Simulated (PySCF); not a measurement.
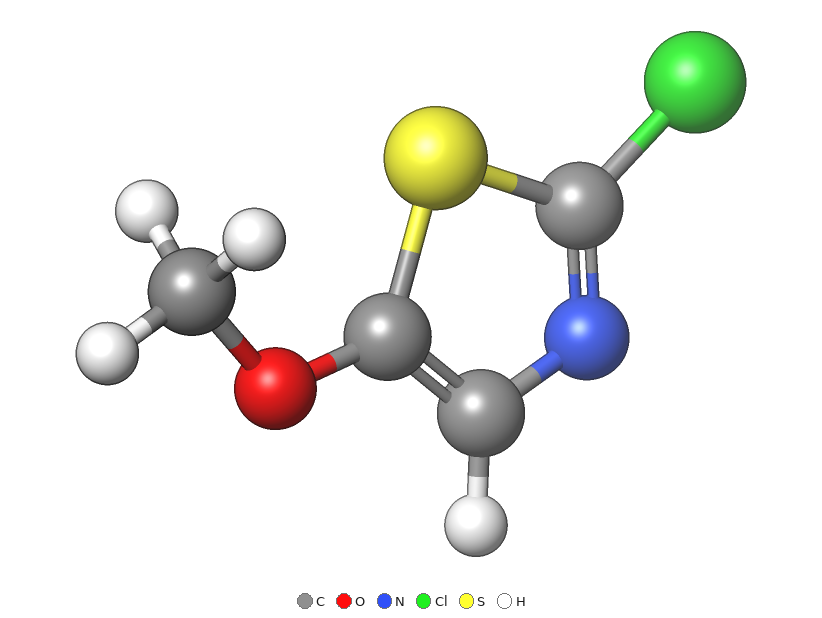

A ball-and-stick model of a molecule. Double and triple bonds are drawn as two and three sticks.

Computed geometry: GFN2-xTB optimisation. No frequency run is at hand to confirm it as a minimum.

Description:

The molecule is C4H4ClNOS. As SMILES it reads `COc1cnc(Cl)s1`. Independent rings (smallest set): 1 of 5 members, 1 of them aromatic. Among its groups: ether, C–Cl bond. The point group is Cs. Coordination: 1 C tetrahedral; 1 O bent; 3 C trigonal planar; 1 N bent; 1 S bent.

The parts below concern this one geometry. Atoms keep their numbers from picture to picture.

Geometry

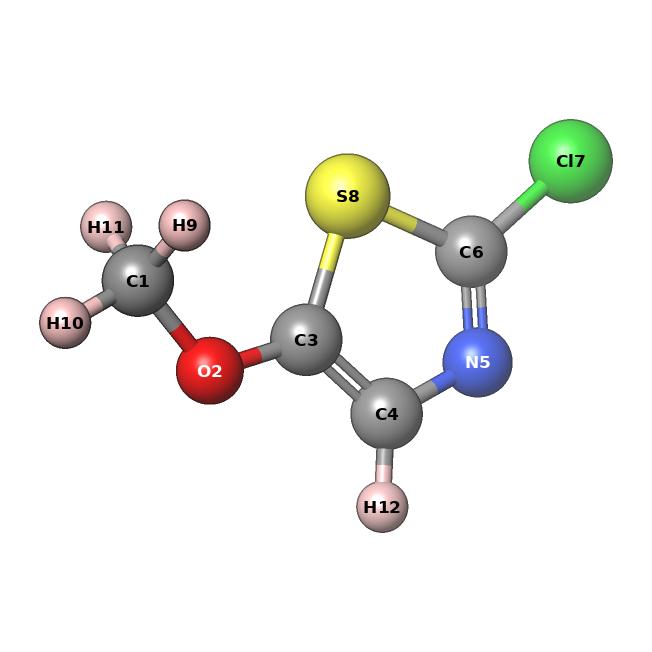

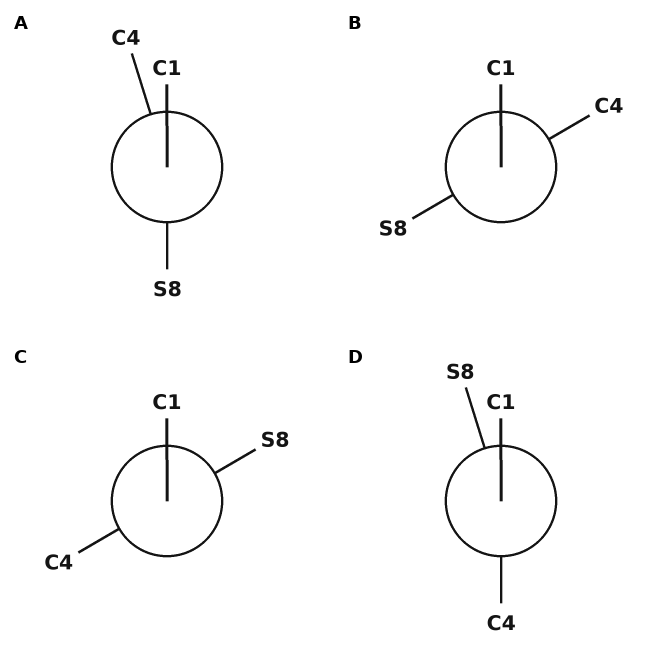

Atoms fade into the background with distance from the viewer. Bonds that would overlap in a projection are set slightly apart. No frequency run is at hand to confirm it as a minimum.

Question: Which Newman projection shows the view along O2–C3, with O2 in front?

Answer: D. The torsion angle C1–O2–C3–S8 is 0°, synperiplanar (eclipsed).

NMR shielding

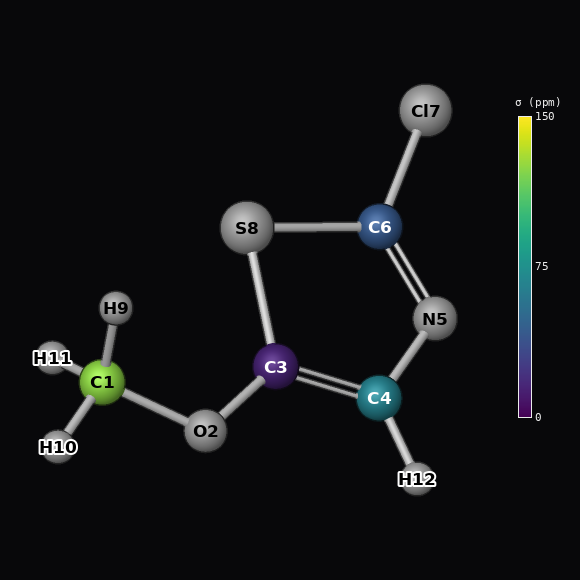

Atoms are coloured by their isotropic NMR shieldings (C only, the others grey). No frequency run is at hand to confirm it as a minimum. Level of theory: GIAO PBE0/pcSseg-1 NMR shielding, non-relativistic, gas phase (PySCF 2.14.0).

Give the isotropic NMR shieldings of the C atoms atom by atom.

```json
{"atom": "C1", "σ (ppm)": "124.4"}
{"atom": "C3", "σ (ppm)": "15.1"}
{"atom": "C4", "σ (ppm)": "65.9"}
{"atom": "C6", "σ (ppm)": "42.2"}
```

Electronic properties

No frequency run is at hand to confirm it as a minimum. Level of theory: PBE0/def2-SVPD, gas phase (PySCF 2.14.0). Excitations: vertical, linear response.

Question: Estimate the lowest vertical singlet excitation.

Answer: 4.74 eV.

Question: Give the mean static polarisability at this level.

Answer: 90.8 bohr³.

Question: What is the HOMO–LUMO gap?

Answer: 5.65 eV.

Question: Give the HOMO energy (Kohn–Sham orbital) at this level.

Answer: −6.51 eV.

Charges

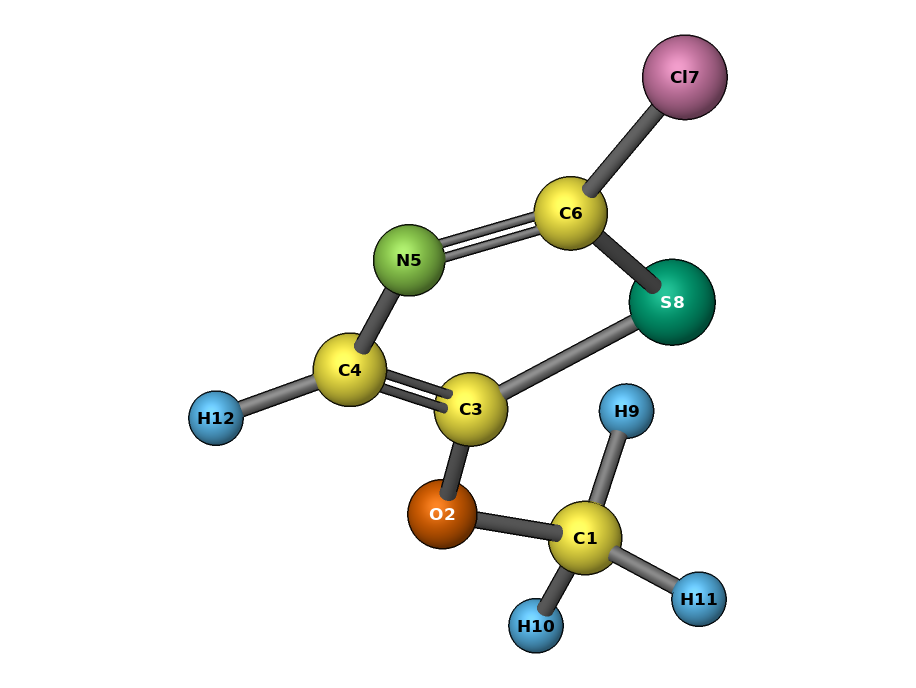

The questions are on Mulliken charges. No frequency run is at hand to confirm it as a minimum. Method: PBE0/pcSseg-1, gas phase (PySCF 2.14.0).

Question: Which atom carries the highest charge (most positive or least negative)?

Answer: S8 (0.24 e).

Question: And the lowest?

Answer: O2 (−0.44 e).

List the Mulliken charges.

```tsv
atom	value (e)
C1	−0.05
O2	−0.44
C3	−0.06
C4	0.16
N5	−0.35
C6	0.02
Cl7	−0.03
S8	0.24
H9	0.13
H10	0.14
H11	0.13
H12	0.11
```

Mulliken values depend strongly on the basis set and can even reverse the polarity of a bond.
